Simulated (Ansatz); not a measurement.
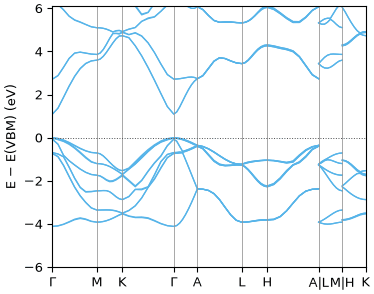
Band structure from the program Ansatz at the PBE with spin–orbit coupling level (PAW)

Problem. Read off the gap and where the band edges lie.

Solution. About 1.1 eV (1.09 eV by a search for the band edges); maximum at Γ, minimum at Γ.

The material is CdS (wurtzite, P6_3mc).

Symmetry was held in the PBE relaxation.

Potentials: the earlier of the program's two PAW sets.
